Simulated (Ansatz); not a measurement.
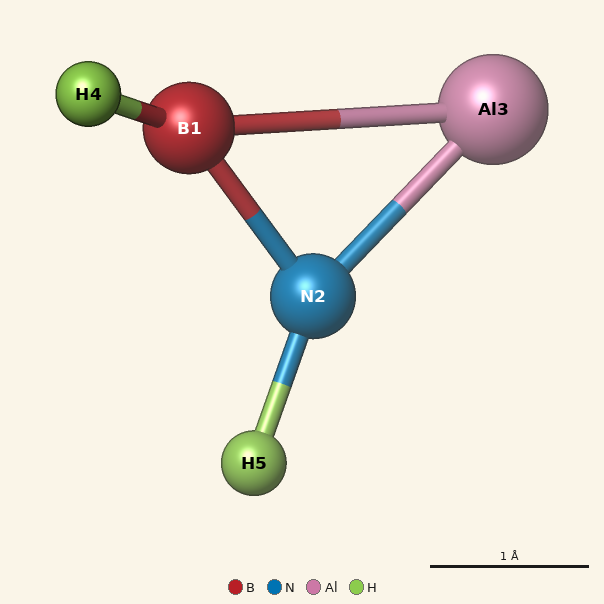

Simulated data, not a measurement (program: Ansatz).

Orthographic view. Distant atoms are faded towards the background colour. Charge 0, doublet. Geometry: atoms displaced at random (about 0.12 Å) from a stationary point of PBE0-D4.

Give the geometry as a Z-matrix, atoms in numerical order, with these reference atoms: 2 to 1; 3 to 2, 1; 4 to 1, 2, 3; 5 to 2, 1, 4.

```
B  
N    1   1.395
Al   2   1.703   1    85.5
H    1   0.965   2   139.8   3  -145.1
H    2   1.129   1   120.6   4    35.3
```
